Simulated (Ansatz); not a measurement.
Input file:

```
crystal:
  periodic: [false, false, false]
  atoms:
    - {symbol: C, position_ang: [1.979249, 1.593133, 0.748073]}
    - {symbol: In, position_ang: [0.362723, 0.019319, 1.482446]}
    - {symbol: Si, position_ang: [1.824302, 1.751033, -1.077754]}
    - {symbol: H, position_ang: [1.450378, 0.450887, -1.753194]}
    - {symbol: H, position_ang: [3.066635, 2.168127, -1.855503]}
    - {symbol: H, position_ang: [0.775457, 2.746422, -1.481737]}
    - {symbol: H, position_ang: [2.975427, 1.260755, 1.082638]}
    - {symbol: H, position_ang: [-0.978046, 0.904235, 0.486297]}
    - {symbol: H, position_ang: [1.740059, 2.552401, 1.242361]}
basis:
  gaussian:
    orbitals: def2-TZVPD
hamiltonian:
  xc: {name: PBE0}
output:
  forces: true
  orbitals: {seedname: orbitals}
total_charge: -1
```

Run with:

```sh
ansatz run input.yaml --threads 2 --pin off --max-ram 4350MiB --events-out events.jsonl --progress --plain --runs-dir runs
```

Geometry: r2SCAN-D4/def2-SVPD; core potentials replace the inner electrons of In.

Level of theory: isolated molecule in a Gaussian basis; Kohn-Sham density functional theory, functional PBE0 (Ansatz).

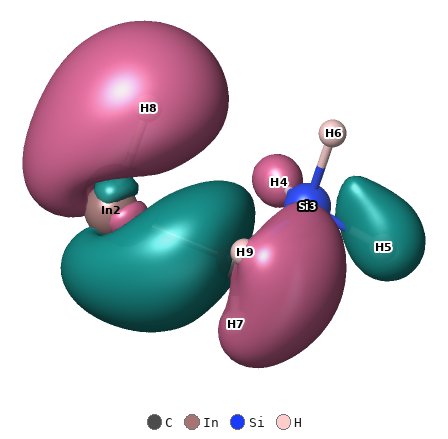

CH6InSi (charge −1). The HOMO−1 at ±0.06 Å⁻³ᐟ² (teal and pink are the two phases), seen at an oblique angle.

Q: What is the character of this orbital?

A: Its weight (Hirshfeld) is mainly on C1 (about 30 %), In2 (about 30 %), H8 (about 25 %) and Si3 (about 5 %). Its energy is −1.94 eV.
